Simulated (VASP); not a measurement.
Band structure of MoTe$_{2}$ (2H layered). These are RPBE GGA, VASP's PBE PAW potentials (set 64) (plane waves; VASP) values and carry that method's errors.

Without a dispersion term in the relaxation, distances and binding between the weakly bound layers, chains or molecules are unreliable, and so is what depends on them. Unless said otherwise, spin-orbit coupling is left out, though it shifts the bands of the heavy elements here.

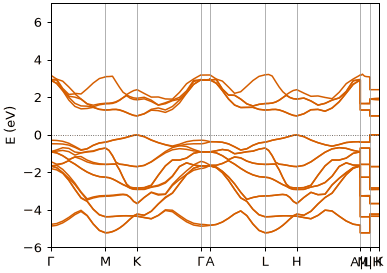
*Bands along high-symmetry lines, zero at the valence-band maximum or, without a gap, the Fermi level*

Problem. Read the plot: is there a gap, and where are the band edges?

Solution. The gap is direct, 1.01 eV, from the valence maximum at K to the conduction minimum at K. (Edges off the drawn lines would not show.)

Measured: gap 1.06 eV at 4 K (computed value off by -0.05 eV), as given by Desman Perdamaian Gulo et al., Physical Review Materials (2023), doi:10.1103/physrevmaterials.7.044001.

The compound is MoTe2 in the 2H layered structure. It was relaxed first, which changed the volume by +34 %.
